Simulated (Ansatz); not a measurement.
# Does disorder add resistance in series? Pt(111) layers displaced at 500 K

Two lengths of the disordered region are known. What area resistance does the third give?

Set-up. Ansatz 0.2.0, plane waves with PAW datasets at their recommended cutoffs (420 eV for most), Fermi-Dirac smearing; ballistic transmission by layer matching. The area resistance is RA = A (h/2e²)(1/T − 1/N), with T the zone-mean transmission per spin and N the lead's channels, both averaged over a few energies near the Fermi level; for magnets each spin is taken apart, with h/e², and the two conduct in parallel. Lateral cell 2x2, PBE, a fresh random draw for each length. Atoms are displaced independently, by 0.0807 Å r.m.s. per direction; each RA is scaled by the nominal over the drawn mean square displacement.

The runs, with one result withheld:

```tsv
length (Å)	channels N	RA (fΩ m²)
9.06	6.753	0.170
18.1	6.753	0.307
27.2	6.713	?
```

**Fit on the rows shown.**

Ohm's law makes RA linear in the length: the slope is (0.307 − 0.170)/(18.1 − 9.06) = 0.0151 fΩ m² per Å, or 15 µΩ cm. Then 0.307 + 0.0151 × 9.06. Predicted: 0.444 fΩ m².

Check against the run:

0.492 fΩ m², so the prediction is 9.7 % too low. The three lengths together give 18 µΩ cm. The two increments are 0.14 and 0.18 fΩ m²; with one draw for each length, their difference can't be told from scatter.

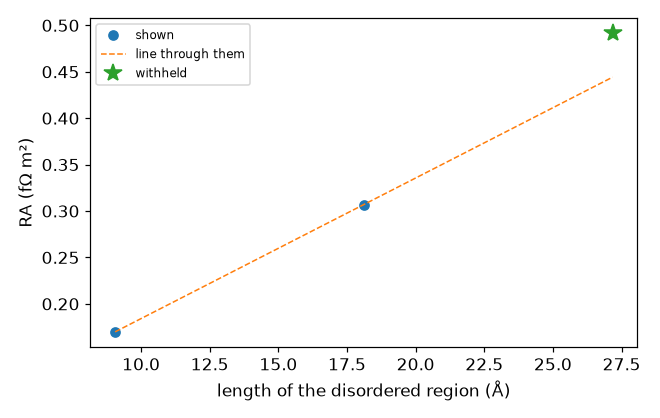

Area resistance against length.

**Limits.** The scatterers repeat sideways with the small cell. The slope is a raw one; a model of isotropic scattering puts it 1.03 times the bulk value over these lengths. Spin-orbit coupling is left out, which matters for Pt.

[Logs are printed without paths, hosts, clocks, repeated set-up lines and the standing remarks that a program may print on its own settings, such as how far it seeks lower states.]
